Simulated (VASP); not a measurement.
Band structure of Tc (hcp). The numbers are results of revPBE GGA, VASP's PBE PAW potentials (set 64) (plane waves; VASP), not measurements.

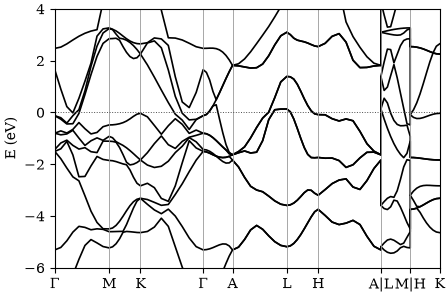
Bands along high-symmetry lines, zero at the valence-band maximum or, without a gap, the Fermi level

Task: Read the plot: is there a gap, and where are the band edges?

Result: It has no gap at this level: it comes out as a metal or semimetal. (Edges off the drawn lines would not show.)

The compound is Tc in the hcp structure. It was relaxed first.
